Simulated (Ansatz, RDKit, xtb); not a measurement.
# Isomers of C2H9FGeN2, a sample narrowed down, part 1 of 2

A sample of isomers of C2H9FGeN2 is drawn. Aim: find which of them has the lowest free energy at 298.15 K, then its properties. The sample is small against all isomers, and the most stable one of this formula need not be in it.

The funnel: GFN2-xTB relaxations, single points with a density functional, relaxations at B3LYP-D3(BJ)/def2-SVP, harmonic vibrations (at GFN2-xTB), and a last energy at a higher level. All values are calculated.

## 1. Candidates

Isomers were taken from a list of plausible structures; this is a sample, not all of them. That gives 4 candidates.

```csv
label,SMILES,spin
c125,C[NH][GeH]([F])[NH]C,singlet
c275,C[NH][Ge@H]([NH2])[CH2]F,singlet
c546,CN[CH2][Ge@H]([NH2])[F],singlet
c906,CC[NH][Ge@H]([NH2])[F],singlet
```

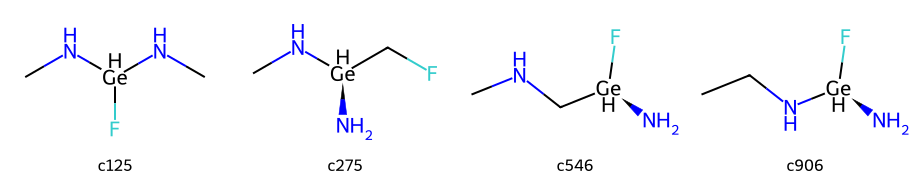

Structural formulas of the candidates.

Candidates are built by distance geometry, with a force field where one applies, in up to four conformers (letters a to d).

## 2. Search with GFN2-xTB

All 16 starts are relaxed the same way. One of them, c906a (taken from a list of plausible isomers, embedded by distance geometry and UFF), in full:

start.xyz

```xyz
15
c906a
C      1.089477    -1.444021    -1.412989
C      1.254289    -1.292310     0.044559
F      2.705542     1.813824     2.584804
Ge     2.027724     0.226928     2.200713
N      1.673520     0.080004     0.397010
N      0.469968     0.007027     3.201544
H      0.755865    -2.461683    -1.647679
H      2.040211    -1.242581    -1.943535
H      0.245911    -0.758709    -1.782373
H      2.018730    -2.021713     0.398073
H      0.245350    -1.540643     0.584708
H      0.864124     0.744721     0.204324
H      3.047985    -0.907019     2.608038
H     -0.266380     0.576213     2.719916
H      0.141076    -0.979127     3.037380
```

Started as:

```sh
$ xtb start.xyz --gfn 2 --opt
```

The program printed, cut to the lines that bear on the results:

```text
* xtb version 6.7.1
[...]
          :  # basis functions                  39          :
[...]
          :  # electrons                        38          :
[...]
          :  Hamiltonian                  GFN2-xTB          :
[...]
          :  net charge                          0          :
          :  unpaired electrons                  0          :
[...]
   *** convergence criteria satisfied after 12 iterations ***
[...]
   *** GEOMETRY OPTIMIZATION CONVERGED AFTER 66 ITERATIONS ***
[...]
   *** convergence criteria satisfied after 3 iterations ***
[...]
         ::                     SUMMARY                     ::
         :::::::::::::::::::::::::::::::::::::::::::::::::::::
         :: total energy             -21.427597131516 Eh    ::
         :: gradient norm              0.000946342700 Eh/a0 ::
         :: HOMO-LUMO gap              7.014238997694 eV    ::
         ::.................................................::
         :: SCC energy               -21.618047288943 Eh    ::
         :: -> isotropic ES            0.030382577509 Eh    ::
         :: -> anisotropic ES          0.002825843967 Eh    ::
         :: -> anisotropic XC          0.009450915131 Eh    ::
         :: -> dispersion             -0.008672554249 Eh    ::
         :: repulsion energy           0.190450157427 Eh    ::
         :: add. restraining           0.000000000000 Eh    ::
         :: total charge               0.000000000000 e     ::
         :::::::::::::::::::::::::::::::::::::::::::::::::::::
[...]
        19        2.0000           -0.3794096             -10.3243 (HOMO)
        20                         -0.1216410              -3.3100 (LUMO)
[...]
     #   Z          covCN         q      C6AA      α(0)
     1   6          3.751    -0.114    22.738     6.800
     2   6          3.762     0.020    20.285     6.420
     3   9          0.713    -0.313    12.482     4.172
     4  32          3.354     0.325   175.690    24.334
     5   7          2.602    -0.292    27.538     7.794
     6   7          2.554    -0.365    29.439     8.058
     7   1          0.925     0.040     2.452     2.449
     8   1          0.925     0.054     2.276     2.359
     9   1          0.925     0.038     2.477     2.461
    10   1          0.924     0.037     2.486     2.465
    11   1          0.924     0.032     2.559     2.501
    12   1          0.861     0.160     1.336     1.811
    13   1          0.939     0.019     2.743     2.589
    14   1          0.861     0.184     1.191     1.709
[...]
     #   Z sym  total        # sym  WBO       # sym  WBO       # sym  WBO
 ---------------------------------------------------------------------------
     1   6      3.996 --     2      1.013     9      0.987     7      0.985
                             8      0.981
     2   6      3.981 --     1      1.013     5      1.011    10      0.974
                            11      0.972
     3   9      1.160 --     4      0.999
     4  32      4.041 --     6      1.113     5      1.056     3      0.999
                            13      0.782
     5   7      3.256 --     4      1.056     2      1.011    12      0.940
     6   7      3.203 --     4      1.113    15      0.942    14      0.938
     7   1      0.998 --     1      0.985
     8   1      0.997 --     1      0.981
     9   1      0.999 --     1      0.987
    10   1      0.999 --     2      0.974
[...]
molecular dipole:
                 x           y           z       tot (Debye)
 q only:       -0.849      -0.423       0.108
   full:       -1.054      -0.248      -0.135       2.773
molecular quadrupole (traceless):
[...]
          | TOTAL ENERGY              -21.427597131516 Eh   |
          | GRADIENT NORM               0.000946342700 Eh/α |
          | HOMO-LUMO GAP               7.014238997694 eV   |
           -------------------------------------------------
[...]
```

It took 1.9 s on 4 threads of Arm Neoverse V1, shared host.

## 3. The minima found

16 of the 16 relaxations converged. 16 distinct structures remain:

```csv
label,start,SMILES after,spin,energy (kcal/mol)
c906a,drawn,CC[NH][Ge@H]([NH2])[F],singlet,0.0
c906c,drawn,CC[NH][Ge@H]([NH2])[F],singlet,0.9
c906b,drawn,CC[NH][Ge@H]([NH2])[F],singlet,1.1
c906d,drawn,CC[NH][Ge@H]([NH2])[F],singlet,2.3
c125b,drawn,C[NH][GeH]([F])[NH]C,singlet,7.5
c125a,drawn,C[NH][GeH]([F])[NH]C,singlet,8.2
c125d,drawn,C[NH][GeH]([F])[NH]C,singlet,8.6
c125c,drawn,C[NH][GeH]([F])[NH]C,singlet,9.0
c546d,drawn,CN[CH2][Ge@H]([NH2])[F],singlet,13.2
c546c,drawn,CN[CH2][Ge@H]([NH2])[F],singlet,13.6
c546a,drawn,CN[CH2][Ge@H]([NH2])[F],singlet,14.2
c546b,drawn,CN[CH2][Ge@H]([NH2])[F],singlet,14.9
c275a,drawn,C[NH][Ge@H]([NH2])[CH2]F,singlet,42.1
c275d,drawn,C[NH][Ge@H]([NH2])[CH2]F,singlet,43.4
c275b,drawn,C[NH][Ge@H]([NH2])[CH2]F,singlet,43.7
c275c,drawn,C[NH][Ge@H]([NH2])[CH2]F,singlet,44.5
```

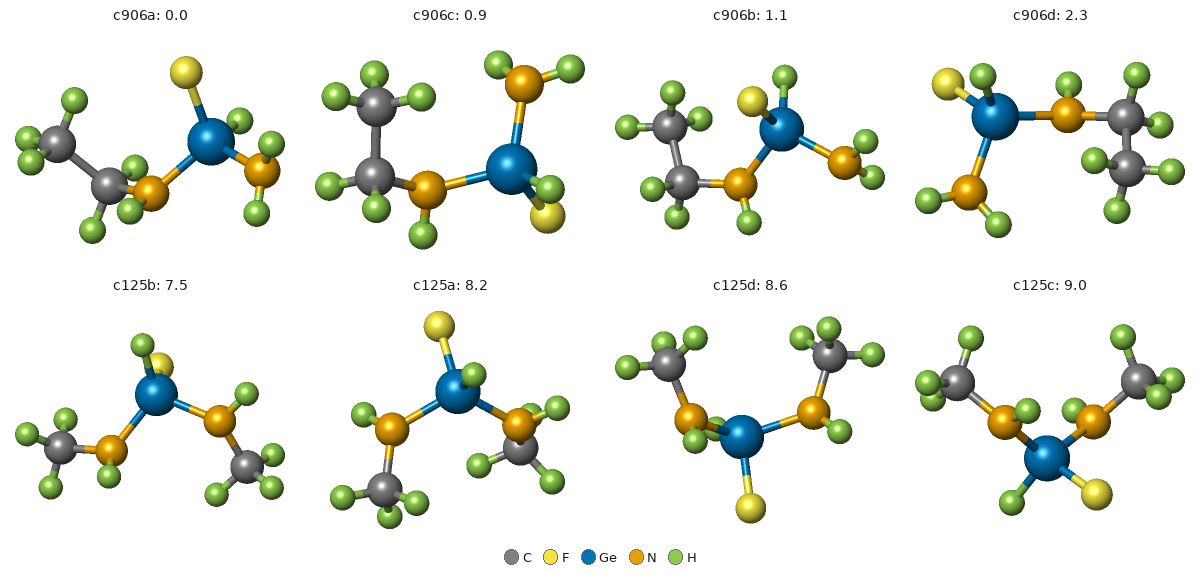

The 8 lowest minima that did not fall apart, with their GFN2-xTB energies in kcal/mol.

## 4. Single points on the low minima

A choice of the minima (the low ones first, few conformers of a pattern, up to a cap) and the lowest that fell apart get a single point at r2SCAN-D4/def2-SVP on the tight-binding geometry, and one at HF/STO-3G for comparison. The lowest singlets are also tried as triplets at the same geometry (label ending in t). Within 30 kcal/mol but not screened, among others: c906b, c906d, c125d, c125c, c546a, c546b. The first, c906a:

input.yaml

```yaml
crystal:
  periodic: [false, false, false]
  atoms:
    - {symbol: C, position_ang: [1.484322, -0.959418, -1.424853]}
    - {symbol: C, position_ang: [0.887478, -1.718835, -0.245192]}
    - {symbol: F, position_ang: [2.830929, 0.941915, 1.542355]}
    - {symbol: Ge, position_ang: [1.693945, -0.309095, 2.122460]}
    - {symbol: N, position_ang: [0.519563, -0.859434, 0.867358]}
    - {symbol: "N", position_ang: [0.869785, 0.475661, 3.511259]}
    - {symbol: H, position_ang: [1.769450, -1.649108, -2.214504]}
    - {symbol: H, position_ang: [2.365941, -0.409518, -1.099045]}
    - {symbol: H, position_ang: [0.762257, -0.249505, -1.824896]}
    - {symbol: H, position_ang: [1.615248, -2.443058, 0.130201]}
    - {symbol: H, position_ang: [-0.005486, -2.268460, -0.566528]}
    - {symbol: H, position_ang: [-0.172573, -0.179083, 0.581421]}
    - {symbol: H, position_ang: [2.624534, -1.417919, 2.493159]}
    - {symbol: H, position_ang: [1.205903, 1.386314, 3.785366]}
    - {symbol: H, position_ang: [-0.137904, 0.460454, 3.535930]}
basis:
  gaussian: {orbitals: def2-SVP}
hamiltonian: {xc: {name: r2SCAN}, dispersion: d4}
scf: {lower_state_search: off}
```

Started as:

```sh
$ ansatz run input.yaml --threads 4 --pin off --max-ram 7830MiB --events-out events.jsonl --progress --plain --runs-dir runs
```

The program printed, cut to the lines that bear on the results:

```text
Warning: RAYON_NUM_THREADS=4 ignored (pool sized by the plan → 4); use --threads N
Functional definition: r2SCAN
  name "r2SCAN"
[...]
1681 factors; their error is unknown
[...]
mean field -64420.15779359 eV, -2367.3971333632 hartree, gradient 9.8e-6 eV, S^2 0.000000; 0 other end points of the search recorded, 0 dependent functions left out
reference -64420.15780521 eV, -2367.3971337901 hartree; 38, 38 occupied and 109, 109 virtual orbitals, 1681 factors
Total energy: -64420.23890066 eV, -2367.4001139930 hartree
Checks for a lower state left out: stability, starts, cluster_reference, orbital_swaps, neighbouring_geometries, increment
```

Run time: 3.3 s. Hardware: 4 threads of Arm Neoverse V1, shared host.

Relative energies in kcal/mol, each column from its lowest structure that stays in one piece:

```csv
label,SMILES,spin,GFN2-xTB,HF/STO-3G,r2SCAN-D4/def2-SVP
c906a,CC[NH][Ge@H]([NH2])[F],singlet,0.0,0.0,0.0
c906c,CC[NH][Ge@H]([NH2])[F],singlet,0.9,1.4,1.0
c125b,C[NH][GeH]([F])[NH]C,singlet,7.5,4.8,9.2
c125a,C[NH][GeH]([F])[NH]C,singlet,8.2,4.0,10.9
c546d,CN[CH2][Ge@H]([NH2])[F],singlet,13.2,23.5,17.7
c546c,CN[CH2][Ge@H]([NH2])[F],singlet,13.6,26.9,19.9
c906at,CC[NH][Ge@H]([NH2])[F],triplet,–,–,141.9
c125bt,C[NH][GeH]([F])[NH]C,triplet,–,–,142.2
```

## 5. Refinement at B3LYP-D3(BJ)/def2-SVP

3 candidates are relaxed at B3LYP-D3(BJ)/def2-SVP (chosen among the lowest in one piece, one conformer a pattern). The first, c906a:

Edit input.yaml of step 4 so:

```diff
@@ -8,3 +8,3 @@
     - {symbol: N, position_ang: [0.519563, -0.859434, 0.867358]}
-    - {symbol: "N", position_ang: [0.869785, 0.475661, 3.511259]}
+    - {symbol: N, position_ang: [0.869785, 0.475661, 3.511259]}
     - {symbol: H, position_ang: [1.769450, -1.649108, -2.214504]}
@@ -19,4 +19,10 @@
 basis:
-  gaussian: {orbitals: def2-SVP}
-hamiltonian: {xc: {name: r2SCAN}, dispersion: d4}
-scf: {lower_state_search: off}
+  gaussian:
+    orbitals: def2-SVP
+hamiltonian:
+  xc: {name: B3LYP}
+  dispersion: d3bj
+scf:
+  lower_state_search: "off"
+relax:
+  f_tol: 0.006
```

Started as:

```sh
$ ansatz run input.yaml --threads 4 --pin off --max-ram 7830MiB --events-out events.jsonl --progress --plain --runs-dir runs
```

The program printed, cut to the lines that bear on the results:

```text
Warning: RAYON_NUM_THREADS=4 ignored (pool sized by the plan → 4); use --threads N
[...]
Functional definition: B3LYP
  name "B3LYP"
[...]
1627 factors; integrals over basis functions are off by at most 4.1e-4 eV
[...]
mean field -64425.77887196 eV, -2367.6037041831 hartree, gradient 4.2e-6 eV, S^2 0.000000; 0 other end points of the search recorded, 0 dependent functions left out
[...]
reference -64425.77914720 eV, -2367.6037142981 hartree; 38, 38 occupied and 109, 109 virtual orbitals, 1627 factors
relax step   1: F+E_penalty+E_count = -64426.31983499 eV  Δ(F+E_penalty+E_count) = +0.000e0 eV  max|allowed force component| = 7.045e-1 eV/Å  Δτ_max = 0.0000 Å  (17 SCF iters, accepted)
[...]
relax step   5: F+E_penalty+E_count = -64426.39137937 eV  Δ(F+E_penalty+E_count) = -6.126e-4 eV  max|allowed force component| = 4.019e-2 eV/Å  Δτ_max = 0.0164 Å  (20 SCF iters, accepted)
[...]
Atom 6 at     1.774740    -1.639307    -2.223950 Å, force     0.000043     0.000196    -0.000164 eV/Å
Atom 7 at     2.387189    -0.393529    -1.093709 Å, force    -0.000200    -0.000068     0.000131 eV/Å
Atom 8 at     0.770356    -0.226362    -1.813227 Å, force    -0.000021    -0.000104     0.000101 eV/Å
Atom 9 at     1.613739    -2.461904     0.143811 Å, force     0.000049    -0.000082    -0.000152 eV/Å
Atom 10 at     0.012129    -2.299186    -0.565577 Å, force     0.000158    -0.000333    -0.000372 eV/Å
Atom 11 at    -0.213740    -0.189543     0.647866 Å, force     0.000179    -0.000098     0.000379 eV/Å
Atom 12 at     2.669890    -1.444577     2.469319 Å, force    -0.000909    -0.000158     0.000660 eV/Å
Atom 13 at     1.256236     1.296952     3.893063 Å, force     0.000353    -0.000817    -0.000424 eV/Å
Atom 14 at    -0.161199     0.599593     3.370290 Å, force     0.001596    -0.000781     0.000249 eV/Å
Dipole moment:    -0.395379    -0.020429    -0.072149 e Å
Checks for a lower state left out: stability, starts, cluster_reference, orbital_swaps, neighbouring_geometries, increment
```

Run time: 45 s. Hardware: 4 threads of Arm Neoverse V1, shared host.

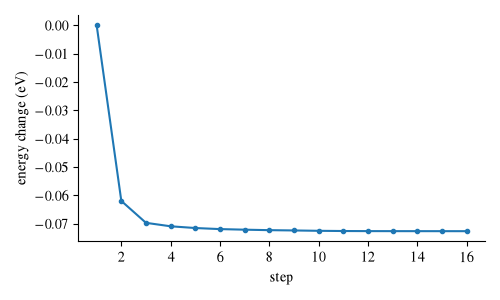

Energy along the run, all evaluated steps.

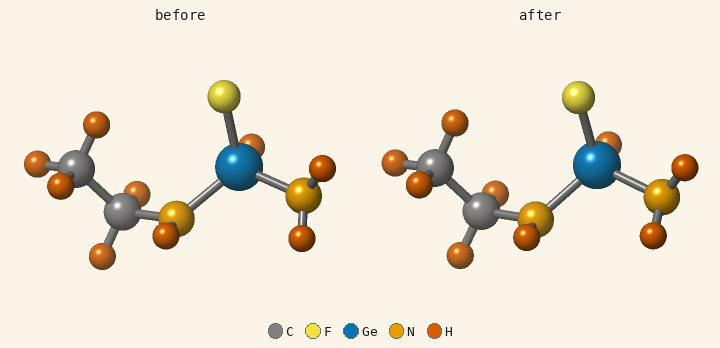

Before and after, at one scale.

After the run. Bond lengths: C1–C2 1.530 Å, F3–Ge4 1.768 Å, C2–N5 1.460 Å, Ge4–N5 1.817 Å, Ge4–N6 1.821 Å, C1–H7 1.103 Å, C1–H8 1.102 Å, C1–H9 1.103 Å, C2–H10 1.104 Å, C2–H11 1.105 Å, N5–H12 1.018 Å, Ge4–H13 1.531 Å, N6–H14 1.018 Å, N6–H15 1.017 Å. Some angles: C1–C2–N5 114.5°, F3–Ge4–N5 112.4°, F3–Ge4–N6 106.5°, N5–Ge4–N6 108.7°, C2–N5–Ge4 121.2°, C1–C2–H10 109.6°, C1–C2–H11 109.8°, N5–C2–H10 107.9°, N5–C2–H11 109.1°, C2–C1–H7 111.3°.

(Continued in part 2 of 2.)
